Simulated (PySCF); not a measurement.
## Electronic structure of CH2F3Ga (GaH2(CF3)) in real space

```yaml
atoms:
  - { symbol: Ga, position_ang: [0.5757, 1.0154, 0.0128] }
  - { symbol: H, position_ang: [2.1306, 0.9176, -0.1078] }
  - { symbol: H, position_ang: [-0.2445, 2.3439, 0.0709] }
  - { symbol: C, position_ang: [-0.4346, -0.7362, 0.0257] }
  - { symbol: F, position_ang: [0.1505, -1.6721, 0.7932] }
  - { symbol: F, position_ang: [-0.4694, -1.2280, -1.2318] }
  - { symbol: F, position_ang: [-1.7084, -0.6406, 0.4370] }
```

Geometry: PBE0-D3(BJ)/def2-SVP.

All numbers below come from CAM-B3LYP/def2-SVPD, SCF density, gas phase in PySCF.

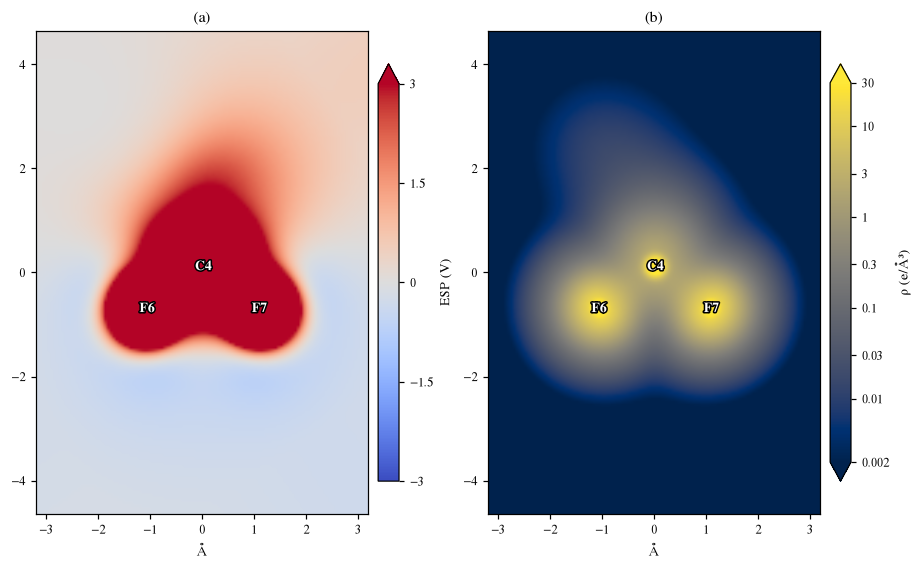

Figure 1. (a) molecular electrostatic potential; (b) total electron density on the plane of atoms F6, C4 and F7.

Question: What do the fields say about this system?

Answer:
- The section cuts through C and F sites.
- C–F (1.34 Å): ρ is about 2.3 e/Å³ halfway.
- Outside the dense part of the molecule the potential is most negative (−0.7 V) near F7.

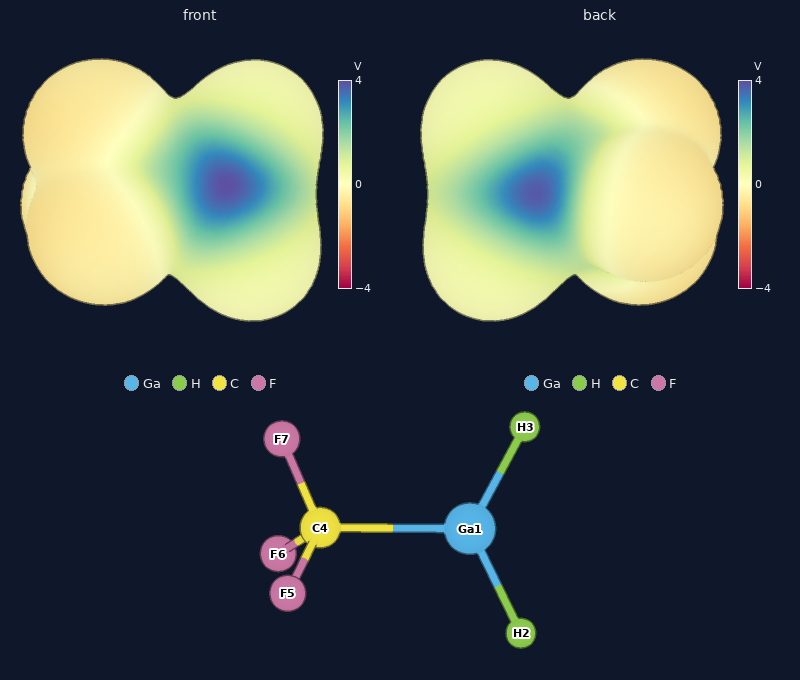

Figure 2. The electrostatic potential painted on the density surface at 0.002 e/bohr³, seen from the front and from behind; red is negative and blue positive. The bare structure is drawn below in the same view.

Question: Where is the surface potential most negative and most positive?

Answer: The most negative region (about −0.7 V) lies over F5, F6 and F7, the most positive (about +3.8 V) over Ga1.
